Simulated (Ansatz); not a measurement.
# Cl2H3NOTi: molecular dynamics

The plan is to follow the molecule's vibrations and see whether its bonds hold. The start is relaxed first. Runs: 300 steps of 0.5 fs at constant energy, with velocities drawn for 300 K.

Program: Ansatz 0.2.0. Level of theory: RKS PBE0-D4/def2-SVP. These are calculated values, not measurements.

## Step 1: The system as given

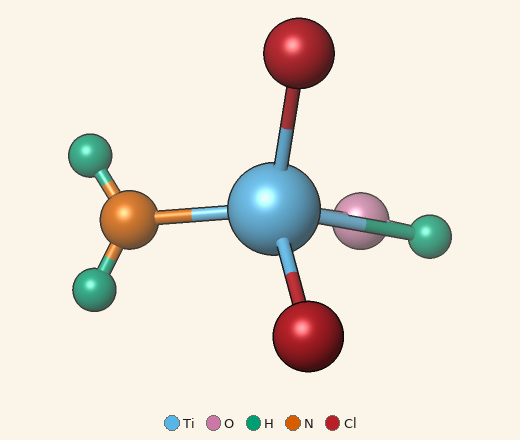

Start, viewed from a chosen angle; titanium blue, oxygen pink, hydrogen teal, nitrogen orange, chlorine red.

As a file:

```xyz
8

Ti    0.0000    0.0000    0.0000
O     0.0000    0.0000    1.9200
H    -0.9095   -0.2814    2.2571
N     1.9426    0.0000   -0.6860
H     2.4408   -0.9180   -0.8667
H     2.4438    0.9180   -0.8582
Cl   -1.1163    1.9339   -0.7892
Cl   -1.1163   -1.9339   -0.7892
```

## Step 2: Relaxing the start

input.yaml reads:

```yaml
crystal:
  periodic: [false, false, false]
  atoms:
    - { symbol: Ti, position_ang: [0.0, 0.0, 0.0] }
    - { symbol: O, position_ang: [0.0, 0.0, 1.92] }
    - { symbol: H, position_ang: [-0.9095, -0.2814, 2.2571] }
    - { symbol: "N", position_ang: [1.9426, 0.0, -0.686] }
    - { symbol: H, position_ang: [2.4408, -0.918, -0.8667] }
    - { symbol: H, position_ang: [2.4438, 0.918, -0.8582] }
    - { symbol: Cl, position_ang: [-1.1163, 1.9339, -0.7892] }
    - { symbol: Cl, position_ang: [-1.1163, -1.9339, -0.7892] }
basis:
  gaussian: { orbitals: def2-SVP }
hamiltonian:
  xc: pbe0
  dispersion: d4
relax:
  f_tol: 0.02
  max_steps: 40
```

Command:

```bash
$ ansatz run input.yaml --threads 2 --pin off --max-ram 3072MiB --backend cpu --events-out ev --progress --plain --runs-dir out
```

The program printed, cut to the lines that bear on the results:

```text
Warning: RAYON_NUM_THREADS=2 ignored (pool sized by the plan → 2); use --threads N
[...]
Functional definition: PBE0
[...]
1206 factors; integrals over basis functions are off by at most 2.3e-4 eV
[...]
mean field -51719.98817378 eV, -1900.6745083192 hartree, gradient 2.9e-5 eV, S^2 0.000000; 0 other end points of the search recorded, 0 dependent functions left out
[...]
reference -51719.98825378 eV, -1900.6745112592 hartree; 37, 37 occupied and 73, 73 virtual orbitals, 1206 factors
relax step   1: F+E_penalty+E_count = -51720.16747726 eV  Δ(F+E_penalty+E_count) = +0.000e0 eV  max|allowed force component| = 2.707e0 eV/Å  Δτ_max = 0.0000 Å  (33 SCF iters, accepted)
[...]
relax step   4: F+E_penalty+E_count = -51721.56331272 eV  Δ(F+E_penalty+E_count) = -9.211e-3 eV  max|allowed force component| = 2.099e-1 eV/Å  Δτ_max = 0.0356 Å  (35 SCF iters, accepted)
[...]
relax step   7: F+E_penalty+E_count = -51721.58766235 eV  Δ(F+E_penalty+E_count) = -8.820e-3 eV  max|allowed force component| = 4.962e-1 eV/Å  Δτ_max = 0.0944 Å  (36 SCF iters, accepted)
[...]
relax step  10: F+E_penalty+E_count = -51721.70146663 eV  Δ(F+E_penalty+E_count) = -3.564e-2 eV  max|allowed force component| = 5.167e-1 eV/Å  Δτ_max = 0.2000 Å  (36 SCF iters, accepted)
[...]
relax step  13: F+E_penalty+E_count = -51721.72512002 eV  Δ(F+E_penalty+E_count) = +1.863e-3 eV  max|allowed force component| = 1.889e-1 eV/Å  Δτ_max = 0.1318 Å  (35 SCF iters, rejected (line search))
[...]
relax step  14: F+E_penalty+E_count = -51721.73395840 eV  Δ(F+E_penalty+E_count) = -6.976e-3 eV  max|allowed force component| = 1.052e-1 eV/Å  Δτ_max = 0.0658 Å  (34 SCF iters, accepted)
[...]
relax step  15: F+E_penalty+E_count = -51721.73544198 eV  Δ(F+E_penalty+E_count) = -1.484e-3 eV  max|allowed force component| = 8.944e-3 eV/Å  Δτ_max = 0.0389 Å  (34 SCF iters, accepted)
1206 factors; integrals over basis functions are off by at most 3.6e-4 eV
[...]
mean field -51721.53400608 eV, -1900.7313166083 hartree, gradient 2.3e-5 eV, S^2 0.000000; 1 other end points of the search recorded, 0 dependent functions left out
[...]
reference -51721.53408494 eV, -1900.7313195067 hartree; 37, 37 occupied and 73, 73 virtual orbitals, 1206 factors
Total energy: -51721.73552085 eV, -1900.7387221396 hartree
Atom 0 at    -0.014159     0.015824    -0.070963 Å, force     0.005697    -0.001657    -0.004297 eV/Å
Atom 1 at    -0.036022    -0.236050     1.651226 Å, force    -0.001324    -0.003764     0.006477 eV/Å
Atom 2 at    -0.593877    -0.416265     2.413786 Å, force     0.002571     0.005134    -0.004864 eV/Å
Atom 3 at     1.746905     0.000129    -0.575615 Å, force     0.002746     0.000967    -0.001354 eV/Å
Atom 4 at     2.528987    -0.146532     0.058111 Å, force    -0.008944     0.001368    -0.001653 eV/Å
Atom 5 at     2.065877     0.144185    -1.531674 Å, force    -0.002333    -0.002274     0.004042 eV/Å
Atom 6 at    -0.915772     1.948271    -0.634085 Å, force    -0.000034     0.001941     0.003212 eV/Å
Atom 7 at    -1.096840    -1.590962    -1.122987 Å, force     0.001619    -0.001715    -0.001562 eV/Å
Dipole moment:     0.496804    -0.120597     0.422731 e Å
```

It took 59 s on 2 threads of Arm Neoverse V2, shared host; peak memory 0.27 GiB.

Relaxation path:

| step | energy from step 1 (eV) | largest force component (eV/Å) |
| --- | --- | --- |
| 1 | 0.0000 | 2.7069 |
| 2 | -1.3197 | 0.8647 |
| 3 | -1.3866 | 0.4895 |
| 4 | -1.3958 | 0.2099 |
| 5 | -1.4038 | 0.1277 |
| 6 | -1.4114 | 0.3975 |
| 7 | -1.4202 | 0.4962 |
| 8 | -1.4614 | 0.3017 |
| 9 | -1.4983 | 0.2992 |
| 10 | -1.5340 | 0.5167 |
| 11 | -1.5541 | 0.5612 |
| 12 | -1.5595 | 0.2846 |
| 13x | -1.5576 | 0.1889 |
| 14 | -1.5665 | 0.1052 |
| 15 | -1.5680 | 0.0089 |

Step 1 is the start. 1 step was tried and not accepted (13; marked x where the table lists them).

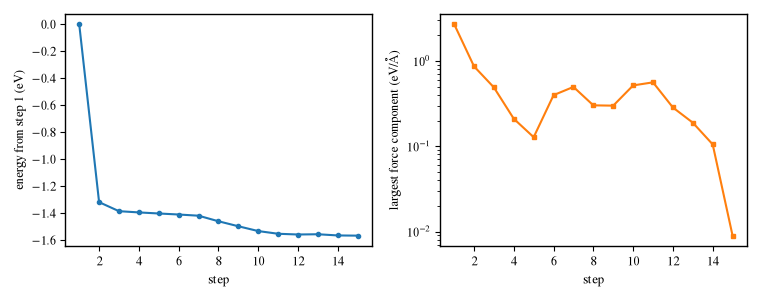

How energy and force went from step to step.

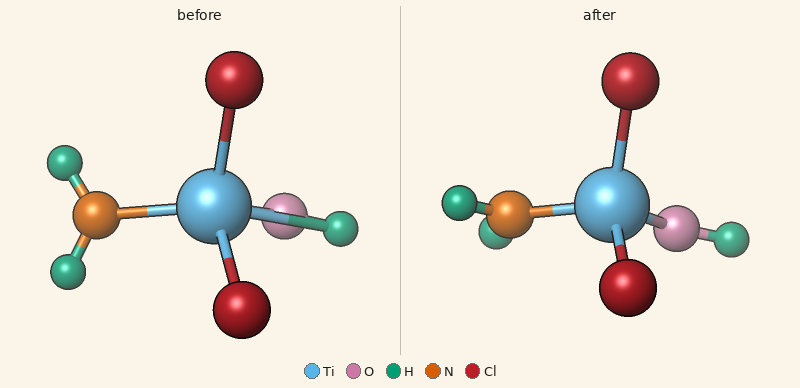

The structure before (left) and after (right), drawn at the same scale.

After: Bond lengths: Ti1–O2 1.741 Å, O2–H3 0.962 Å, Ti1–N4 1.832 Å, N4–H5 1.017 Å, N4–H6 1.018 Å, Ti1–Cl7 2.206 Å, Ti1–Cl8 2.205 Å. Angles: Ti1–O2–H3 145.0°, O2–Ti1–N4 106.5°, O2–Ti1–Cl7 112.0°, O2–Ti1–Cl8 111.1°, N4–Ti1–Cl7 109.3°, N4–Ti1–Cl8 109.5°, Cl7–Ti1–Cl8 108.4°, Ti1–N4–H5 124.7°, Ti1–N4–H6 124.0°, H5–N4–H6 111.4°.

## Step 3: Dynamics

300 steps of 0.5 fs at constant energy, with velocities drawn for 300 K, from the relaxed start.

input.yaml reads:

```yaml
crystal:
  periodic: [false, false, false]
  atoms:
    - { symbol: Ti, position_ang: [-0.014159, 0.015824, -0.070963] }
    - { symbol: O, position_ang: [-0.036022, -0.23605, 1.651226] }
    - { symbol: H, position_ang: [-0.593877, -0.416265, 2.413786] }
    - { symbol: "N", position_ang: [1.746905, 0.000129, -0.575615] }
    - { symbol: H, position_ang: [2.528987, -0.146532, 0.058111] }
    - { symbol: H, position_ang: [2.065877, 0.144185, -1.531674] }
    - { symbol: Cl, position_ang: [-0.915772, 1.948271, -0.634085] }
    - { symbol: Cl, position_ang: [-1.09684, -1.590962, -1.122987] }
basis:
  gaussian: { orbitals: def2-SVP }
hamiltonian:
  xc: pbe0
  dispersion: d4
md:
  timestep: 0.5
  n_steps: 300
  ensemble: nve
  temperature: 300.0
  initial_velocities: maxwell_boltzmann
  seed: 750446
```

Command:

```bash
$ ansatz run input.yaml --threads 2 --pin off --max-ram 3072MiB --backend cpu --events-out ev --progress --plain --runs-dir out
```

The program printed, cut to the lines that bear on the results:

```text
Warning: RAYON_NUM_THREADS=2 ignored (pool sized by the plan → 2); use --threads N
[...]
[... 1 set-up line as earlier in the session ...]
[...]
1208 factors; integrals over basis functions are off by at most 4.0e-4 eV
[...]
mean field -51721.53400407 eV, -1900.7313165346 hartree, gradient 3.1e-5 eV, S^2 0.000000; 0 other end points of the search recorded, 0 dependent functions left out
[...]
reference -51721.53408286 eV, -1900.7313194302 hartree; 37, 37 occupied and 73, 73 virtual orbitals, 1208 factors
md step     0: t =     0.00 fs  T =   300.0 K  F+E_penalty+E_count = -51721.73543998 eV  E_kin = 0.232668 eV  conserved = -51721.50277199 eV  (31 SCF iters)
[...]
md step    20: t =    10.00 fs  T =   182.6 K  F+E_penalty+E_count = -51721.64395578 eV  E_kin = 0.141637 eV  conserved = -51721.50231886 eV  (36 SCF iters)
[...]
md step    40: t =    20.00 fs  T =   168.6 K  F+E_penalty+E_count = -51721.63261748 eV  E_kin = 0.130765 eV  conserved = -51721.50185208 eV  (30 SCF iters)
[...]
md step    60: t =    30.00 fs  T =   107.0 K  F+E_penalty+E_count = -51721.58463496 eV  E_kin = 0.082971 eV  conserved = -51721.50166401 eV  (29 SCF iters)
[...]
md step    79: t =    39.50 fs  T =    92.9 K  F+E_penalty+E_count = -51721.57364389 eV  E_kin = 0.072072 eV  conserved = -51721.50157157 eV  (29 SCF iters)
md step    80: t =    40.00 fs  T =    99.3 K  F+E_penalty+E_count = -51721.57870257 eV  E_kin = 0.077021 eV  conserved = -51721.50168143 eV  (32 SCF iters)
```

## Step 4: The output, continued: dynamics from the start

The log, continued, cut to the lines that bear on the results:

```text
md step    81: t =    40.50 fs  T =   113.8 K  F+E_penalty+E_count = -51721.59022807 eV  E_kin = 0.088233 eV  conserved = -51721.50199521 eV  (29 SCF iters)
[...]
md step   107: t =    53.50 fs  T =    41.7 K  F+E_penalty+E_count = -51721.53393687 eV  E_kin = 0.032365 eV  conserved = -51721.50157232 eV  (29 SCF iters)
[...]
md step   133: t =    66.50 fs  T =   148.1 K  F+E_penalty+E_count = -51721.61696178 eV  E_kin = 0.114895 eV  conserved = -51721.50206675 eV  (36 SCF iters)
[...]
md step   159: t =    79.50 fs  T =   139.5 K  F+E_penalty+E_count = -51721.61055099 eV  E_kin = 0.108163 eV  conserved = -51721.50238792 eV  (36 SCF iters)
[...]
md step   183: t =    91.50 fs  T =   176.8 K  F+E_penalty+E_count = -51721.63882137 eV  E_kin = 0.137116 eV  conserved = -51721.50170552 eV  (29 SCF iters)
md step   184: t =    92.00 fs  T =   187.0 K  F+E_penalty+E_count = -51721.64701635 eV  E_kin = 0.145064 eV  conserved = -51721.50195227 eV  (29 SCF iters)
```

## Step 5: The log goes on: dynamics from the start

The log, continued, cut to the lines that bear on the results:

```text
md step   185: t =    92.50 fs  T =   199.4 K  F+E_penalty+E_count = -51721.65687880 eV  E_kin = 0.154634 eV  conserved = -51721.50224452 eV  (29 SCF iters)
[...]
md step   206: t =   103.00 fs  T =   191.8 K  F+E_penalty+E_count = -51721.65112341 eV  E_kin = 0.148768 eV  conserved = -51721.50235529 eV  (36 SCF iters)
[...]
md step   227: t =   113.50 fs  T =   220.2 K  F+E_penalty+E_count = -51721.67287513 eV  E_kin = 0.170741 eV  conserved = -51721.50213432 eV  (36 SCF iters)
[...]
md step   248: t =   124.00 fs  T =   133.0 K  F+E_penalty+E_count = -51721.60465588 eV  E_kin = 0.103160 eV  conserved = -51721.50149579 eV  (28 SCF iters)
[...]
md step   299: t =   149.50 fs  T =   132.0 K  F+E_penalty+E_count = -51721.60484391 eV  E_kin = 0.102366 eV  conserved = -51721.50247749 eV  (37 SCF iters)
[...]
md step   300: t =   150.00 fs  T =   130.5 K  F+E_penalty+E_count = -51721.60364400 eV  E_kin = 0.101243 eV  conserved = -51721.50240135 eV  (31 SCF iters)
Total energy: -51721.60372228 eV, -1900.7338786316 hartree
Atom 0 at    -0.079894    -0.040336    -0.059032 Å, force     1.191835     0.855762     0.539406 eV/Å
Atom 1 at     0.036419    -0.152105     1.685918 Å, force     0.013734    -0.234128    -1.498762 eV/Å
Atom 2 at    -0.137972    -0.164972     2.614778 Å, force    -0.218197    -0.002651     0.825827 eV/Å
Atom 3 at     1.700491     0.140106    -0.567751 Å, force    -1.123927    -0.458199     0.036218 eV/Å
Atom 4 at     2.497105     0.010073     0.031096 Å, force     0.363132    -0.034875     0.381254 eV/Å
Atom 5 at     1.982369     0.406391    -1.501087 Å, force     0.052946     0.069937    -0.315856 eV/Å
Atom 6 at    -0.829180     1.955760    -0.622671 Å, force    -0.260789    -0.141010    -0.012311 eV/Å
Atom 7 at    -1.118708    -1.634867    -1.175093 Å, force    -0.018735    -0.054835     0.044225 eV/Å
Dipole moment:     0.534420    -0.065664     0.500319 e Å
```

Run time: 17 min. Hardware: 2 threads of Arm Neoverse V2, shared host; peak memory 0.28 GiB.

## Step 6: What the atoms did

One step in 12; energies are changes from step 0:

| time (fs) | T (K) | potential energy change (meV/atom) | total energy change (meV/atom) |
| --- | --- | --- | --- |
| 0.0 | 300 | 0.0 | 0.00 |
| 6.0 | 204 | 9.5 | 0.13 |
| 12.0 | 145 | 15.2 | 0.14 |
| 18.0 | 184 | 11.3 | 0.05 |
| 24.0 | 182 | 11.5 | 0.08 |
| 30.0 | 107 | 18.9 | 0.14 |
| 36.0 | 90 | 20.5 | 0.11 |
| 42.0 | 144 | 15.1 | 0.03 |
| 48.0 | 86 | 20.9 | 0.12 |
| 54.0 | 47 | 24.6 | 0.13 |
| 60.0 | 112 | 18.3 | 0.04 |
| 66.0 | 154 | 14.2 | 0.06 |
| 72.0 | 127 | 16.8 | 0.11 |
| 78.0 | 114 | 18.2 | 0.11 |
| 84.0 | 177 | 11.9 | 0.03 |
| 90.0 | 190 | 10.8 | 0.10 |
| 96.0 | 166 | 13.1 | 0.14 |
| 102.0 | 183 | 11.4 | 0.07 |
| 108.0 | 218 | 8.0 | 0.07 |
| 114.0 | 209 | 9.0 | 0.11 |
| 120.0 | 153 | 14.4 | 0.13 |
| 126.0 | 185 | 11.2 | 0.02 |
| 132.0 | 186 | 11.2 | 0.07 |
| 138.0 | 115 | 18.0 | 0.15 |
| 144.0 | 109 | 18.6 | 0.03 |
| 150.0 | 131 | 16.5 | 0.05 |

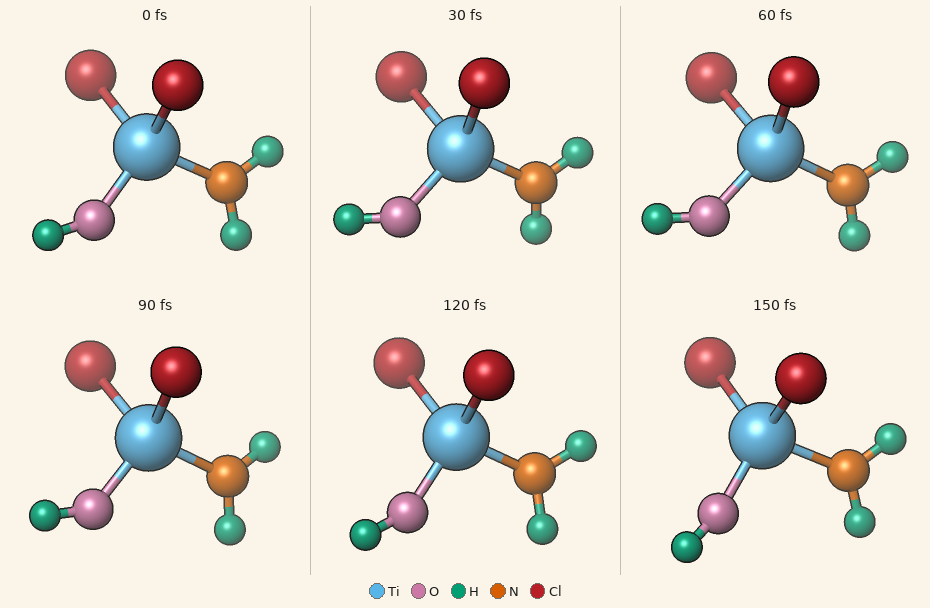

The system at six times, viewed from a chosen angle. Sticks join atoms within a bonding distance in each frame.

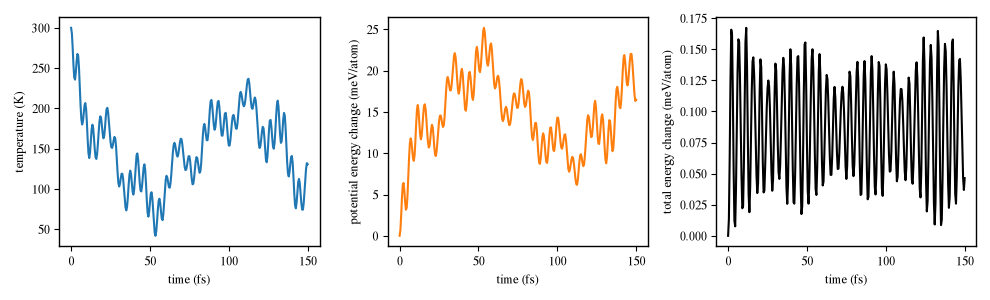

Time series of the run, each on its own scale.

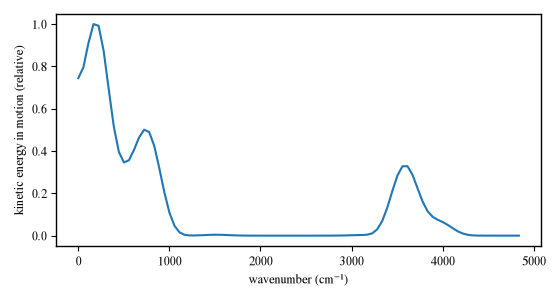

Power spectrum of the mass-weighted velocities; a run of 150 fs resolves no finer than about 440 cm⁻¹.

## Step 7: Positions and forces

Extended XYZ, with forces in eV/Å:

```xyz
8
time_fs=19.0 T=188 dE=0.0872
Ti    0.019    0.031   -0.072    0.634    0.219   -0.146
O    -0.101   -0.237    1.656   -0.429   -0.503    0.274
H    -0.752   -0.687    2.235    0.573    0.425   -0.478
N     1.818   -0.046   -0.611   -0.875   -0.284    0.797
H     2.520   -0.561   -0.078   -0.066    0.155    0.087
H     2.161    0.104   -1.546    0.043    0.179   -0.504
Cl   -0.961    1.927   -0.636    0.165   -0.054    0.000
Cl   -1.093   -1.551   -1.098   -0.045   -0.136   -0.030
8
time_fs=37.5 T=123 dE=0.1377
Ti    0.069    0.059   -0.078   -1.807   -0.169    0.340
O    -0.141   -0.264    1.627   -0.039   -0.344    0.298
H    -0.803   -0.796    2.098    0.292    0.278   -0.161
N     1.774   -0.120   -0.597    1.332   -0.173    0.221
H     2.545   -0.579   -0.106   -0.197    0.147   -0.055
H     2.078    0.207   -1.501    0.182    0.134   -0.496
Cl   -0.991    1.904   -0.638    0.216    0.242   -0.089
Cl   -1.092   -1.524   -1.077    0.021   -0.115   -0.058
8
time_fs=56.0 T=88 dE=0.1648
Ti    0.046    0.071   -0.075    1.189   -0.770   -0.341
O    -0.138   -0.311    1.615    0.479    0.363   -0.183
H    -0.812   -0.760    2.117   -0.340   -0.232    0.320
N     1.860   -0.154   -0.613   -0.852    0.346    0.870
H     2.661   -0.463   -0.047   -0.491    0.102   -0.181
H     2.189    0.170   -1.515    0.036    0.034   -0.271
Cl   -1.002    1.903   -0.648    0.105    0.347   -0.045
Cl   -1.092   -1.508   -1.062   -0.126   -0.189   -0.167
8
time_fs=75.0 T=141 dE=0.1240
Ti    0.063    0.042   -0.084   -1.767    0.381    0.517
O    -0.100   -0.337    1.617    0.789    0.421   -0.510
H    -0.752   -0.660    2.229   -0.476   -0.212    0.402
N     1.789   -0.077   -0.570    0.889   -0.230    0.708
H     2.473   -0.404    0.119   -0.057    0.126   -0.281
H     2.169   -0.051   -1.497    0.314    0.079   -0.634
Cl   -1.000    1.929   -0.661    0.398   -0.215    0.115
Cl   -1.102   -1.512   -1.063   -0.090   -0.351   -0.317
8
time_fs=94.0 T=202 dE=0.0765
Ti    0.007    0.030   -0.077    0.968    0.123   -0.315
O    -0.011   -0.325    1.626   -0.586    0.048    0.559
H    -0.695   -0.513    2.293    0.438    0.095   -0.329
N     1.827   -0.009   -0.532   -1.175   -0.102    0.909
H     2.562   -0.252    0.131   -0.095    0.052   -0.012
H     2.161   -0.069   -1.472    0.300    0.060   -0.833
Cl   -0.964    1.940   -0.664    0.151   -0.129    0.145
Cl   -1.122   -1.546   -1.092   -0.001   -0.148   -0.125
8
time_fs=112.5 T=237 dE=0.0494
Ti   -0.016    0.024   -0.076   -0.186   -0.648    0.521
O     0.045   -0.279    1.651   -0.672    0.101    0.332
H    -0.501   -0.386    2.456    0.458    0.088   -0.698
N     1.753    0.027   -0.505    0.014    0.018    0.316
H     2.501   -0.003    0.185   -0.068   -0.075   -0.049
H     2.104    0.230   -1.425    0.258    0.091   -0.579
Cl   -0.913    1.940   -0.654   -0.055    0.173    0.019
Cl   -1.139   -1.593   -1.132    0.251    0.252    0.139
8
time_fs=131.0 T=210 dE=0.0702
Ti   -0.047   -0.016   -0.059   -0.113    0.235   -0.612
O     0.055   -0.203    1.651   -0.114   -0.149    0.434
H    -0.257   -0.271    2.558   -0.039   -0.005    0.004
N     1.711    0.088   -0.537    0.049   -0.147    0.439
H     2.405    0.061    0.208    0.047   -0.042   -0.097
H     2.102    0.456   -1.390    0.102    0.053   -0.415
Cl   -0.867    1.951   -0.641   -0.092   -0.095    0.069
Cl   -1.136   -1.620   -1.160    0.159    0.150    0.177
8
time_fs=150.0 T=131 dE=0.1318
Ti   -0.080   -0.040   -0.059    1.192    0.856    0.539
O     0.036   -0.152    1.686    0.014   -0.234   -1.499
H    -0.138   -0.165    2.615   -0.218   -0.003    0.826
N     1.700    0.140   -0.568   -1.124   -0.458    0.036
H     2.497    0.010    0.031    0.363   -0.035    0.381
H     1.982    0.406   -1.501    0.053    0.070   -0.316
Cl   -0.829    1.956   -0.623   -0.261   -0.141   -0.012
Cl   -1.119   -1.635   -1.175   -0.019   -0.055    0.044
```

## Step 8: Outcome

| quantity | value |
| --- | --- |
| relaxation of the start | 13 moves, 1.568 eV lower |
| length | 300 steps of 0.5 fs |
| temperature, first and last step | 300 and 131 K |
| temperature, second half | mean 164 K, from 74 to 237 K |
| potential energy, second half | +13 meV/atom from the start |
| largest change of the total energy | 0.17 meV/atom |
| bonds formed or broken | 0 |

What this shows: The temperature starts at 300 K and averages 164 K in the second half, where it ranges from 74 to 237 K; a mean near half the start is what vibrations about a minimum give, since they share energy equally between motion and strain. The total energy strays from its start by at most 0.17 meV/atom, 1.1 % of the mean kinetic energy, which is good for a step of 0.5 fs. The bonding pattern survives the run. A run of 150 fs with 8 atoms shows the motion but fixes no equilibrium value. The nuclei move classically, without zero-point motion, which matters most for hydrogen.
